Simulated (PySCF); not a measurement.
Allene, SMILES C=C=C (C3H4) at its B3LYP/def2-SVP optimised geometry (Å):

```
7

C      1.3096     0.0003     0.0000
C      0.0001     0.0003     0.0000
C     -1.3094     0.0001     0.0004
H      1.8795     0.2241     0.9088
H      1.8798    -0.2235    -0.9086
H     -1.8793    -0.9087     0.2244
H     -1.8798     0.9087    -0.2233
```

Calculation: B3LYP/def2-TZVP (PySCF). Cells within 0.4 Å of a nucleus heavier than hydrogen are left out (blank, or x).

Map of the electron localisation function on the plane z = 0.0 Å:

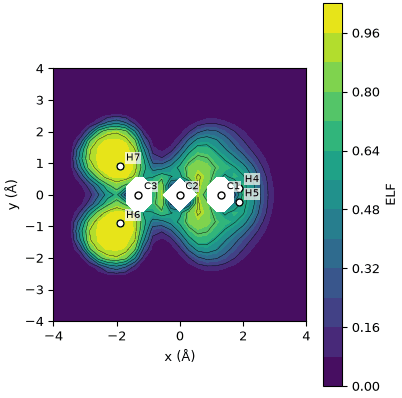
*Electron localisation function on the plane z = 0.0 Å.*
